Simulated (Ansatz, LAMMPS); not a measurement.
# Amorphous 75TiO2-25Al2O3 (mol %) (84 atoms): relaxation and levels of theory

Which bonds does the relaxation leave, and how do the Kohn-Sham gap, forces and pressure change with k-mesh and functional?

Calculated with Ansatz 0.2.0: Kohn-Sham DFT, PBE, PAW (set soft_2), plane waves; cutoff 420 eV, Γ point, fermi-dirac smearing of 0.025 eV.

**The cell**

Density at the start: 3.38 g/cm³. The cell holds 84 atoms: 18 Ti, 12 Al and 54 O. Cell: a = 10.018 Å, b = 10.018 Å, c = 10.018 Å, α = 90.0°, β = 90.0°, γ = 90.0°. 84 atoms (18 Ti, 12 Al, 54 O) placed at random at 3.38 g/cm³, melted at 5000 K for 10 ps at fixed volume with the Morse and Coulomb pair potential with partial charges (Pedone, Malavasi, Menziani, Cormack and Segre, J. Phys. Chem. B 110, 11780 (2006)). Quenched from 5000 K to 300 K at 50 K/ps and fixed volume, held 5 ps, then minimised at fixed cell.

Cell and atoms were relaxed with PBE. The walk converged after 15 steps by the program's count, with a largest force component of 0.0136 eV/Å; it began at an r.m.s. force component of 0.81 eV/Å. The edges went from 10.018, 10.018, 10.018 to 10.267, 10.185, 10.423 Å, and the volume from 11.970 to 12.964 Å³ an atom (+8.3 %).

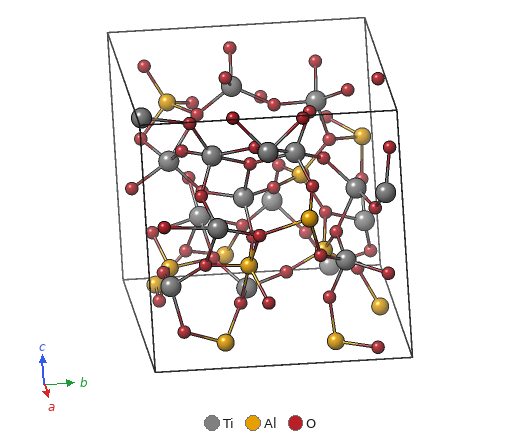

The relaxed cell. Bonds to atoms that aren't drawn are left out.

The input of the reference single point:

```yaml
crystal:
  lattice:
    - [10.26621, 0.11992, -0.06564]
    - [0.11992, 10.18298, -0.17639]
    - [-0.06564, -0.17639, 10.42133]
  atoms:
    - { symbol: Ti, position: [0.9643, 0.4941, 0.84685] }
    - { symbol: Ti, position: [0.24076, 0.28711, 0.32925] }
    - { symbol: Ti, position: [0.78693, 0.10307, 0.26122] }
    - { symbol: Ti, position: [0.24683, 0.92395, 0.27539] }
    [... 78 atom lines left out ...]
    - { symbol: O, position: [0.12158, 0.26623, 0.44212] }
    - { symbol: O, position: [0.48614, 0.39561, 0.97467] }
kpoints:
  mp_grid: { grid: [1, 1, 1] }
hamiltonian:
  xc: pbe
scf:
  occupations: { method: fermi_dirac, width: 0.025 }
output:
  forces: true
  stress: true
  populations: true
  dos:
    method: { smearing: { sigma: 0.08 } }
    de: 0.05
    projected: { site_lists: { Al: [Al], O: [O], Ti: [Ti] } }
  eigenvalues: true
  write_density: true
  write_potential: true
  volumetric_format: npy
```

**Bonds after relaxation**

Bonds by pair of elements; cutoffs follow the first minimum of g(r), held within bounds set by covalent radii, and pairs that aren't listed don't count as bonded:

| pair A-B | cutoff (Å) | bonds | mean length (Å) | spread (Å) | shortest (Å) | B about A | A about B |
| --- | --- | --- | --- | --- | --- | --- | --- |
| O-Ti | 2.64 | 85 | 1.92 | 0.156 | 1.73 | 1.57 | 4.72 |
| O-Al | 2.49 | 53 | 1.83 | 0.104 | 1.7 | 0.981 | 4.42 |

How many atoms have how many bonded neighbours:

| element | mean | 2 | 3 | 4 | 5 | 6 |
| --- | --- | --- | --- | --- | --- | --- |
| Al | 4.42 | 0 | 0 | 8 | 3 | 1 |
| O | 2.56 | 24 | 30 | 0 | 0 | 0 |
| Ti | 4.72 | 0 | 0 | 7 | 9 | 2 |

**Levels of theory**

Single points at the relaxed geometry:

| functional | k-mesh | Kohn-Sham gap (eV) | pressure (GPa) | r.m.s. force component (eV/Å) | SCF cycles | time |
| --- | --- | --- | --- | --- | --- | --- |
| PBE | 1×1×1 | 2.772 | 0.01 | 0.004 | 12 | 20 s |
| PBE | 2×2×2 | 2.716 | 0.00 | 0.009 | 12 | 2.9 min |
| HSE06 | 1×1×1 | 4.428 | -5.55 | 0.190 | 27 | 5.7 min |
| r2SCAN | 1×1×1 | 3.109 | -4.21 | 0.073 | 12 | 51 s |
| PBEsol | 1×1×1 | 2.756 | -4.13 | 0.075 | 13 | 21 s |

The gap is that between the highest filled and lowest empty Kohn-Sham level on the run's k-points. Cutoffs: 420 eV for PBE, HSE06 and PBEsol; 500 eV for r2SCAN. Times come from shared hosts and are rough.

**Findings**

By these cutoffs 67 % of Al atoms have 4, 56 % of O atoms have 3 and 50 % of Ti atoms have 5 neighbours. The Kohn-Sham gap is 2.77 eV with PBE on the 1×1×1 mesh and 2.72 eV on 2×2×2. On the 1×1×1 mesh HSE06 changes the gap by +1.66 eV against PBE. Carrying that shift over to the 2×2×2 mesh gives 2.72 + 1.66 = 4.37 eV, an estimate that takes the shift to be alike at all k-points. On the reference's mesh the gap changes with r2SCAN by +0.34 eV and PBEsol by -0.02 eV. Against the reference the pressure changes with HSE06 by -5.6 GPa, r2SCAN by -4.2 GPa and PBEsol by -4.1 GPa; a negative change means a smaller volume than PBE would take. The denser mesh moves the energy by -0.5 meV/atom and the pressure by -0.01 GPa.

Limits: All single points share the geometry relaxed with PBE. The volume changed by +8.3 % on relaxing; in so small a cell, on this mesh and at this cutoff, the relaxed density is rough. One sample; tail or defect levels can set the gap of a disordered cell. The quench rate of 50 K/ps is many orders above laboratory rates, so the cell is likely richer in defects and strain than a real sample. The network of bonds at the start is that of the classical potential that made the cell, and needn't be the one that DFT or experiment would give. In some runs the program notes that it cut back its work space to fit the memory limit, the exchange threshold is loose for the stress and the SCF threshold is loose for the stress.

[Logs are printed without paths, hosts, clocks, repeated set-up lines and the standing remarks that a program may print on its own settings, such as how far it seeks lower states.]

[Hosts, paths, dates, database ids (printed as entryN), source tags and the programs' standing remarks are cut or masked in the printed files.]
